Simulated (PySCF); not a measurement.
Geometry relaxation, with input and output: C5H17N3Si (part 1 of 2)

- system: C5H17N3Si
- method: PBE0-D3(BJ)/def2-SVP geometry optimisation, gas phase (PySCF 2.14.0)

It belongs to a series of runs on one base structure; here: H on C replaced by CH2NH2.

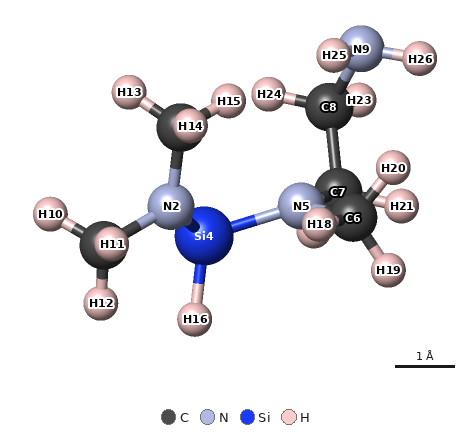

Fig. 1: The structure as given in the input (ball-and-stick view, seen at a tilt; atoms are numbered from 1 in the order of the input).

## Input
```
{"job": {"xc": "PBE0", "basis": "def2-SVP", "d3": "d3bj", "grid": 1, "shake": 0.01, "kind": "geom"}, "charge": 0, "multiplicity": 1}
C      3.291440    -0.195530    -0.781960
N      1.890550     0.107040    -0.475530
C      1.667490     1.498370    -0.158310
Si     0.885010    -1.113290     0.123000
N     -0.749190    -0.608200    -0.253860
C     -1.092680    -0.091450    -1.553640
C     -1.859790    -1.074210     0.539580
C     -2.164080    -0.123630     1.713380
N     -2.501370     1.240570     1.364070
H      3.932380     0.047430     0.069920
H      3.584100     0.437750    -1.626890
H      3.387980    -1.217860    -1.038510
H      2.282530     1.826630     0.686900
H      1.924610     2.131750    -1.003260
H      0.641360     1.652220     0.110620
H      1.288990    -2.324520    -0.556830
H      0.861530    -1.327600     1.577670
H     -0.196620     0.271580    -2.031780
H     -1.535160    -0.884680    -2.179390
H     -1.829380     0.735870    -1.474740
H     -2.768460    -1.145880    -0.114510
H     -1.657100    -2.090190     0.929130
H     -3.016900    -0.520120     2.263500
H     -1.311640    -0.088640     2.367850
H     -1.703470     1.619640     0.834340
H     -3.320320     1.261550     0.732210
```

The first line tells a small driver script what to run in PySCF; the rest is the geometry in Å.

Hardware: 1 CPU thread, shared host.

Run as:
```bash
OMP_NUM_THREADS=1 python <driver script> task.json out
```

## Output
```
step   0  E = -653.62763670  max force = 0.033923
step   1  E = -653.63714397  max force = 0.005163
step   2  E = -653.63764618  max force = 0.002308
step   3  E = -653.63779722  max force = 0.003608
step   4  E = -653.63803893  max force = 0.002204
step   5  E = -653.63818833  max force = 0.001704
step   6  E = -653.63826762  max force = 0.000968
step   7  E = -653.63829416  max force = 0.000492
step   8  E = -653.63830428  max force = 0.000461
step   9  E = -653.63830414  max force = 0.000522
step  10  E = -653.63830248  max force = 0.000287
optimisation converged
```

## Trajectory as extended XYZ (Å, eV, eV/Å), 11 frames, from step=0 to step=10
```
26
Properties=species:S:1:pos:R:3:forces:R:3 step=0 energy=-17786.11394
C     3.2914   -0.1955   -0.7820   -1.4052   1.7444   0.2926
N     1.8905    0.1070   -0.4755    1.4123   0.5992  -0.2763
C     1.6675    1.4984   -0.1583    0.7068  -0.7520   0.0528
Si    0.8850   -1.1133    0.1230   -1.7014   0.4295  -0.0423
N    -0.7492   -0.6082   -0.2539    0.3470   0.0331   0.0800
C    -1.0927   -0.0915   -1.5536   -0.5514  -0.2813   0.4821
C    -1.8598   -1.0742    0.5396   -0.3355   0.2822   0.2028
C    -2.1641   -0.1236    1.7134   -0.9622  -0.0554  -0.9778
N    -2.5014    1.2406    1.3641    0.1939   0.1838  -0.7182
H     3.9324    0.0474    0.0699    0.4300  -0.0078   0.2616
H     3.5841    0.4377   -1.6269    0.3603  -0.0089  -0.2558
H     3.3880   -1.2179   -1.0385    0.2913  -1.4597  -0.4112
H     2.2825    1.8266    0.6869    0.2441   0.1722   0.3526
H     1.9246    2.1317   -1.0033    0.0417   0.3898  -0.5061
H     0.6414    1.6522    0.1106   -0.9743   0.1963   0.1457
H     1.2890   -2.3245   -0.5568    0.4503  -0.9332  -0.3625
H     0.8615   -1.3276    1.5777    0.0425  -0.2028   0.5715
H    -0.1966    0.2716   -2.0318    0.5358   0.3235  -0.4722
H    -1.5352   -0.8847   -2.1794   -0.1120   0.0266  -0.3049
H    -1.8294    0.7359   -1.4747    0.1795  -0.1092  -0.0874
H    -2.7685   -1.1459   -0.1145    0.4072  -0.1032   0.3462
H    -1.6571   -2.0902    0.9291   -0.1959  -0.0177   0.0553
H    -3.0169   -0.5201    2.2635   -0.2127  -0.3580   0.4574
H    -1.3116   -0.0886    2.3678    0.7153  -0.1044   0.6609
H    -1.7035    1.6196    0.8343   -0.4748   0.0201   0.1143
H    -3.3203    1.2615    0.7322    0.5674  -0.0069   0.3389
26
Properties=species:S:1:pos:R:3:forces:R:3 step=1 energy=-17786.37264
C     3.3220   -0.1271   -0.8069   -0.0452  -0.2655  -0.0900
N     1.9586    0.1601   -0.4397    0.0562   0.0199   0.1310
C     1.7371    1.5353   -0.0772   -0.0718   0.1611   0.0027
Si    0.8911   -1.0751    0.1401   -0.2087  -0.1763  -0.0715
N    -0.7474   -0.6184   -0.2282    0.1197  -0.0011   0.0226
C    -1.0860   -0.1444   -1.5490    0.0672   0.0336  -0.0779
C    -1.8585   -1.0954    0.5807    0.0043   0.0202  -0.0084
C    -2.2845   -0.1178    1.6769    0.1424  -0.0014   0.0257
N    -2.6569    1.2078    1.2320   -0.0763  -0.0651  -0.0030
H     4.0345    0.0681    0.0203    0.0261  -0.0162  -0.0206
H     3.6360    0.4971   -1.6632    0.0198  -0.0046  -0.0255
H     3.4281   -1.1895   -1.1052   -0.0105   0.2615   0.0687
H     2.3599    1.8611    0.7811    0.0086  -0.0147   0.0058
H     1.9729    2.2119   -0.9228   -0.0452  -0.0349   0.0481
H     0.6812    1.6933    0.1998    0.0779  -0.0163  -0.0503
H     1.3754   -2.3327   -0.5300    0.0251   0.0609   0.0273
H     0.8791   -1.3267    1.6198    0.0053   0.0077   0.0102
H    -0.1793    0.2332   -2.0511   -0.0757  -0.0182   0.0294
H    -1.5208   -0.9351   -2.1930   -0.0096  -0.0084   0.0003
H    -1.8152    0.6841   -1.5071    0.0186   0.0026  -0.0083
H    -2.7181   -1.2822   -0.0908    0.0105  -0.0391   0.0333
H    -1.6278   -2.0736    1.0428    0.0089   0.0061   0.0064
H    -3.1342   -0.5581    2.2291    0.0410  -0.0103   0.0375
H    -1.4516   -0.0242    2.4024   -0.1484   0.0032  -0.0744
H    -1.8683    1.6485    0.7649    0.0720   0.0040  -0.0402
H    -3.3964    1.1348    0.5340   -0.0123   0.0912   0.0207
26
Properties=species:S:1:pos:R:3:forces:R:3 step=2 energy=-17786.38631
C     3.3025   -0.1136   -0.8109   -0.0441   0.0669  -0.0414
N     1.9458    0.1639   -0.4116    0.0040  -0.0578   0.1187
C     1.6985    1.5270   -0.0118    0.0957   0.0226  -0.0187
Si    0.8879   -1.0978    0.1319   -0.0601  -0.0389  -0.0484
N    -0.7432   -0.6386   -0.2435    0.0033  -0.0550  -0.0467
C    -1.0871   -0.1742   -1.5678    0.0166  -0.0246  -0.0115
C    -1.8495   -1.0957    0.5819   -0.0186   0.0553   0.0263
C    -2.2504   -0.0862    1.6578   -0.0277   0.0102  -0.0305
N    -2.6072    1.2364    1.1886    0.0352  -0.0182  -0.0086
H     4.0349    0.0542    0.0048    0.0104   0.0020  -0.0029
H     3.6033    0.5327   -1.6564    0.0113  -0.0003  -0.0082
H     3.4015   -1.1598   -1.1406   -0.0092   0.0342   0.0157
H     2.3182    1.8411    0.8533   -0.0028  -0.0054  -0.0060
H     1.9127    2.2301   -0.8386   -0.0088  -0.0051  -0.0003
H     0.6422    1.6539    0.2696    0.0101  -0.0188  -0.0147
H     1.3945   -2.3359   -0.5514    0.0227   0.0247  -0.0033
H     0.8702   -1.3693    1.6086   -0.0210  -0.0017  -0.0030
H    -0.1837    0.1897   -2.0809    0.0034   0.0028   0.0122
H    -1.5353   -0.9676   -2.1996   -0.0039   0.0027   0.0116
H    -1.8067    0.6624   -1.5299    0.0055   0.0015   0.0031
H    -2.7178   -1.2975   -0.0725    0.0023  -0.0196   0.0030
H    -1.6167   -2.0628    1.0658    0.0107   0.0151   0.0064
H    -3.0918   -0.5028    2.2398    0.0004   0.0085   0.0126
H    -1.4097    0.0171    2.3660   -0.0187   0.0014   0.0070
H    -1.8151    1.6454    0.6954   -0.0101  -0.0057   0.0020
H    -3.3670    1.1829    0.5114   -0.0065   0.0031   0.0258
26
Properties=species:S:1:pos:R:3:forces:R:3 step=3 energy=-17786.39042
C     3.2805   -0.0714   -0.8252   -0.0261   0.0020  -0.0590
N     1.9297    0.1572   -0.3814    0.1855   0.1121   0.0829
C     1.7064    1.5094    0.0679   -0.1066  -0.0902   0.0319
Si    0.8772   -1.1313    0.1171    0.0847   0.1020   0.0280
N    -0.7512   -0.6707   -0.2539   -0.0331  -0.0996  -0.0433
C    -1.0907   -0.2249   -1.5858   -0.0718  -0.0356   0.0404
C    -1.8553   -1.0941    0.5931   -0.0119   0.0710   0.0277
C    -2.2361   -0.0451    1.6385   -0.1051   0.0174  -0.0544
N    -2.5793    1.2680    1.1350    0.0869   0.0268  -0.0149
H     4.0344    0.0736   -0.0246   -0.0204   0.0157   0.0176
H     3.5488    0.6161   -1.6499   -0.0178   0.0005   0.0120
H     3.3902   -1.0943   -1.2023    0.0393  -0.1594  -0.0544
H     2.3486    1.7893    0.9280   -0.0058  -0.0077  -0.0115
H     1.9024    2.2369   -0.7403    0.0190   0.0101  -0.0334
H     0.6585    1.6304    0.3745   -0.0602   0.0391   0.0404
H     1.4054   -2.3425   -0.5921    0.0235   0.0050  -0.0401
H     0.8543   -1.4367    1.5872   -0.0286  -0.0049  -0.0121
H    -0.1837    0.1151   -2.1056    0.0469   0.0186  -0.0108
H    -1.5548   -1.0223   -2.2008   -0.0012   0.0077   0.0066
H    -1.7948    0.6249   -1.5613   -0.0062   0.0045  -0.0036
H    -2.7311   -1.3179   -0.0433   -0.0024   0.0024  -0.0265
H    -1.6204   -2.0434    1.1093    0.0129   0.0175   0.0042
H    -3.0703   -0.4310    2.2511   -0.0243   0.0038  -0.0224
H    -1.3886    0.0739    2.3312    0.0833  -0.0075   0.0621
H    -1.7891    1.6436    0.6115   -0.0501  -0.0035   0.0190
H    -3.3596    1.2221    0.4819   -0.0104  -0.0479   0.0137
26
Properties=species:S:1:pos:R:3:forces:R:3 step=4 energy=-17786.39699
C     3.2734   -0.0661   -0.8448   -0.0017   0.1065  -0.0138
N     1.9362    0.1614   -0.3617    0.0238  -0.0447   0.0799
C     1.6988    1.5000    0.1185    0.0170  -0.0674  -0.0271
Si    0.8853   -1.1379    0.1121    0.0711   0.0928   0.0165
N    -0.7467   -0.6827   -0.2548   -0.0282  -0.1133   0.0091
C    -1.0873   -0.2476   -1.5892   -0.0558  -0.0013   0.0391
C    -1.8512   -1.0862    0.6021   -0.0022   0.0500   0.0063
C    -2.2332   -0.0178    1.6275   -0.0392   0.0060  -0.0196
N    -2.5763    1.2853    1.1017    0.0372   0.0338  -0.0056
H     4.0468    0.0597   -0.0596   -0.0082   0.0094   0.0053
H     3.5247    0.6376   -1.6612   -0.0095  -0.0009   0.0066
H     3.3704   -1.0827   -1.2459    0.0061  -0.1060  -0.0287
H     2.3468    1.7693    0.9771   -0.0020   0.0113  -0.0008
H     1.8778    2.2455   -0.6777    0.0130   0.0243  -0.0158
H     0.6522    1.6028    0.4385   -0.0316   0.0109   0.0259
H     1.4269   -2.3301   -0.6189    0.0007  -0.0055  -0.0352
H     0.8567   -1.4684    1.5761   -0.0224   0.0002  -0.0064
H    -0.1781    0.0831   -2.1122    0.0240   0.0139  -0.0191
H    -1.5582   -1.0476   -2.1951    0.0007   0.0022  -0.0027
H    -1.7858    0.6070   -1.5708   -0.0047   0.0029  -0.0113
H    -2.7264   -1.3249   -0.0301   -0.0032   0.0048  -0.0189
H    -1.6141   -2.0235    1.1381    0.0100   0.0109   0.0054
H    -3.0679   -0.3908    2.2476   -0.0169  -0.0075  -0.0299
H    -1.3851    0.1129    2.3192    0.0594  -0.0114   0.0411
H    -1.7914    1.6511    0.5649   -0.0268   0.0035   0.0020
H    -3.3631    1.2253    0.4580   -0.0105  -0.0254  -0.0023
26
Properties=species:S:1:pos:R:3:forces:R:3 step=5 energy=-17786.40106
C     3.2643   -0.0495   -0.8654    0.0165   0.0524  -0.0075
N     1.9439    0.1579   -0.3314   -0.0401  -0.0729   0.0652
C     1.7053    1.4811    0.1870    0.0255  -0.0182  -0.0389
Si    0.8934   -1.1529    0.1063    0.0235   0.0630  -0.0499
N    -0.7433   -0.7056   -0.2568   -0.0330  -0.0876   0.0019
C    -1.1007   -0.2794   -1.5898    0.0394   0.0276   0.0204
C    -1.8453   -1.0774    0.6156   -0.0033   0.0210  -0.0040
C    -2.2234    0.0221    1.6081    0.0124  -0.0026   0.0269
N    -2.5675    1.3097    1.0462   -0.0122   0.0140   0.0176
H     4.0616    0.0605   -0.1021   -0.0018   0.0027  -0.0047
H     3.4844    0.6785   -1.6693   -0.0025  -0.0055  -0.0028
H     3.3536   -1.0575   -1.2972   -0.0078  -0.0053   0.0106
H     2.3683    1.7345    1.0386    0.0039   0.0125   0.0046
H     1.8635    2.2488   -0.5936    0.0003   0.0098   0.0028
H     0.6640    1.5696    0.5320    0.0053  -0.0035   0.0054
H     1.4458   -2.3196   -0.6587   -0.0138  -0.0046  -0.0116
H     0.8533   -1.5190    1.5610   -0.0084   0.0069  -0.0021
H    -0.1962    0.0428   -2.1285   -0.0048   0.0003  -0.0139
H    -1.5851   -1.0815   -2.1819    0.0061  -0.0057  -0.0031
H    -1.7935    0.5800   -1.5718    0.0041  -0.0078  -0.0016
H    -2.7217   -1.3349   -0.0086   -0.0029  -0.0010   0.0044
H    -1.6060   -1.9961    1.1808    0.0014   0.0032   0.0086
H    -3.0596   -0.3324    2.2368   -0.0101  -0.0005  -0.0125
H    -1.3726    0.1674    2.2975   -0.0009   0.0007  -0.0048
H    -1.7914    1.6600    0.4882    0.0034   0.0016  -0.0064
H    -3.3637    1.2279    0.4164   -0.0003  -0.0003  -0.0048
```
